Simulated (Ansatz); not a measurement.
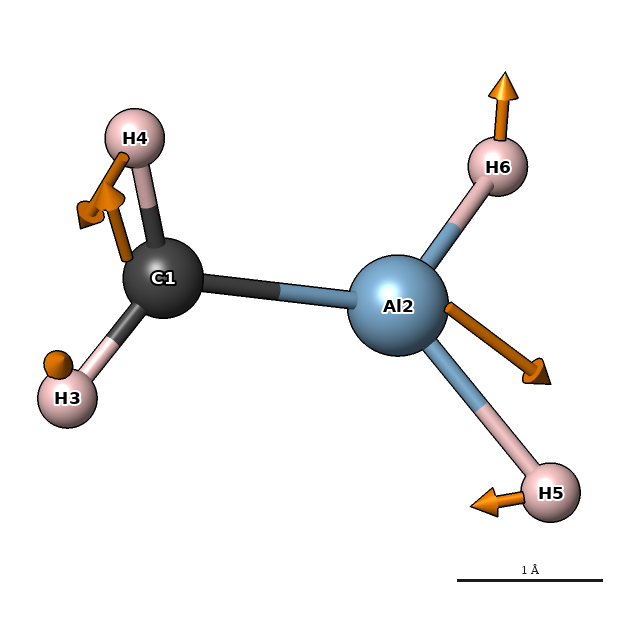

Arrows show the forces on the atoms, 0.8 Å of arrow for 1 eV/Å; forces under a tenth of the largest aren't drawn. Charge −1, singlet. Level of theory: RHF-CCSD(T) (frozen core)/def2-TZVPPD (Ansatz 0.2.0).

Question: On which atom is the force largest, and how large is it?

Answer: On Al2: 1.25 eV/Å.

List the force components in the frame of the picture (x right, y up, z towards the viewer), in eV/Å.

```
atom     Fx     Fy     Fz
  C1  −0.20   0.67   0.53
 Al2   0.89  −0.67  −0.56
  H3   0.11   0.12   0.42
  H4  −0.38  −0.63  −0.60
  H5  −0.47  −0.08   0.07
  H6   0.05   0.60   0.14
```
